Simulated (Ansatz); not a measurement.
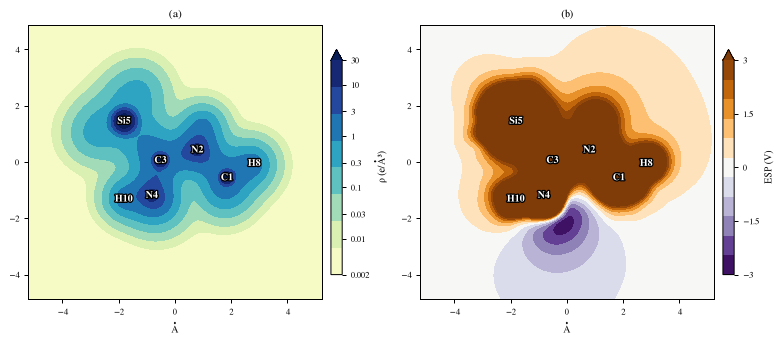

*C2H8N2Si (SMILES CNC(=N)[SiH3]). (a) electron density; (b) molecular electrostatic potential on the plane of atoms N2, C3 and Si5.*

Geometry: PBE0-D4/def2-TZVP.

Computed with Ansatz, RKS PBE0-D4/def2-TZVPP.

Input

```
crystal:
  periodic: [false, false, false]
  atoms:
    - {symbol: C, position_ang: [-1.668742, 1.280299, 0.140629]}
    - {symbol: N, position_ang: [-0.841021, 0.116929, 0.339208]}
    - {symbol: C, position_ang: [0.392166, 0.028710, -0.228691]}
    - {symbol: N, position_ang: [0.790772, 0.947401, -1.029223]}
    - {symbol: Si, position_ang: [1.386113, -1.543938, 0.140931]}
    - {symbol: H, position_ang: [-1.202446, 2.185719, 0.543006]}
    - {symbol: H, position_ang: [-1.827566, 1.443638, -0.926462]}
    - {symbol: H, position_ang: [-2.630507, 1.119657, 0.627308]}
    - {symbol: H, position_ang: [-1.045706, -0.483604, 1.116426]}
    - {symbol: H, position_ang: [1.712961, 0.739478, -1.398716]}
    - {symbol: H, position_ang: [1.092031, -2.576713, -0.885447]}
    - {symbol: H, position_ang: [1.033755, -2.094006, 1.480074]}
    - {symbol: H, position_ang: [2.828492, -1.198368, 0.095757]}
basis:
  gaussian: {orbitals: def2-TZVPP}
hamiltonian: {xc: pbe0, dispersion: d4}
output: {orbitals: {seedname: orbitals}}
```

Launched as:

```sh
ansatz run in.yaml --threads 4 --pin off --events-out ev --progress --plain --max-ram 10444MiB
```

### What does the map show?

Atoms in the plane: C, N, Si and H.
C–N (1.28 Å): ρ is about 2.8 e/Å³ halfway.
C–Si (1.90 Å): ρ is about 0.95 e/Å³ halfway.
N–H (1.01 Å): ρ at the midpoint is about 2.9 e/Å³.
C–N (1.36 Å): ρ at the midpoint is about 2.4 e/Å³.
C–N (1.44 Å): ρ is about 2 e/Å³ halfway.
Outside the dense part of the molecule the potential is most negative (−2.8 V) near N4.
